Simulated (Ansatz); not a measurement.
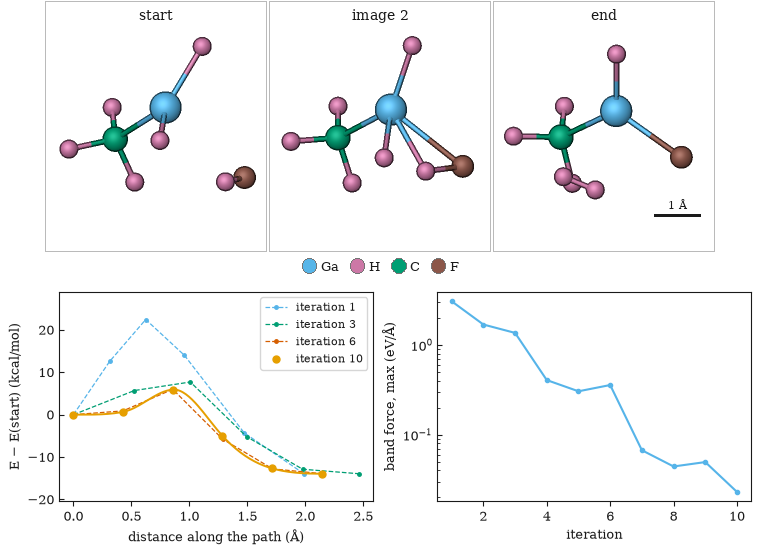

A nudged-elastic-band calculation for CH6FGa. Images are numbered from 0 (start) to 5 (end). The plot follows the band through its iterations. A ball-and-stick model, seen from a free direction.

The calculation used RKS PBE0-D4/def2-SVP in Ansatz. Settings: 4 movable images; no climbing image; force threshold 0.03 eV/Å; iteration limit 60; starting path through a guess of the saddle point.

### Did the band converge, and can the barrier be trusted?

The run is converged, with reservations. The band converged in 10 iterations. The largest component of the band force went from 3.1 to 0.023 eV/Å. No image climbed, so the highest image needn't lie on the saddle point, and the true maximum along this path can be higher. The first iteration put the highest image at 22.4 kcal/mol. The energy climbs by 5.9 kcal/mol to image 2 and then falls by 19.8 kcal/mol, so the end point sits at −13.9 kcal/mol.

Cost: 68 s on 2 threads of Arm Neoverse V2 (shared host), peak memory 0.19 GiB.
